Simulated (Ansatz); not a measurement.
System: BH₃O₃.

Input file:

```
crystal:
  periodic: [false, false, false]
  atoms:
    - { symbol: B, position_ang: [0.0, 0.0, 0.0] }
    - { symbol: O, position_ang: [0.0, 0.0, 1.41] }
    - { symbol: H, position_ang: [-0.9095, -0.2814, 1.7471] }
    - { symbol: O, position_ang: [1.2211, 0.0, -0.705] }
    - { symbol: H, position_ang: [1.5209, -0.9519, -0.8599] }
    - { symbol: O, position_ang: [-1.2211, 0.0, -0.705] }
    - { symbol: H, position_ang: [-1.7308, -0.8467, -0.4965] }
basis:
  gaussian: { orbitals: def2-SVP }
hamiltonian:
  xc: revpbe
  dispersion: d4
relax:
  f_tol: 0.02
  max_steps: 40
output:
  orbitals: {}
```

Command:

```sh
ansatz run input.yaml --threads 1 --pin off --max-ram 2048MiB --backend cpu --events-out ev --progress --plain --runs-dir out
```

The fields are those of the run's last geometry, not of the input's.

Computed with RKS revPBE-D4/def2-SVP in Ansatz 0.2.0.

Question: What will maps of the electron density and electron localisation function show?

Answer: B–O (1.38 Å): the density is about 2.1 e/Å³ at the midpoint; the ELF peaks at about 0.90 between the atoms (a short, strongly polar bond).
O–H (0.97 Å): ρ at the midpoint is about 3.6 e/Å³; the ELF climbs to about 1 towards the hydrogen, as it does in any bond to H: a covalent bond by its length.

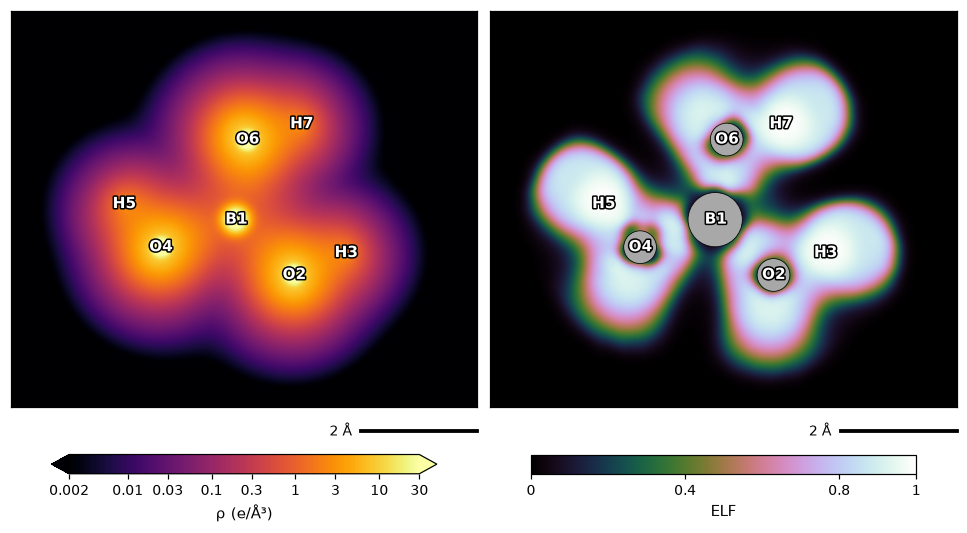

Computed electron density and electron localisation function on the molecular plane, in this order. Grey discs cover the atomic cores in the ELF map. 
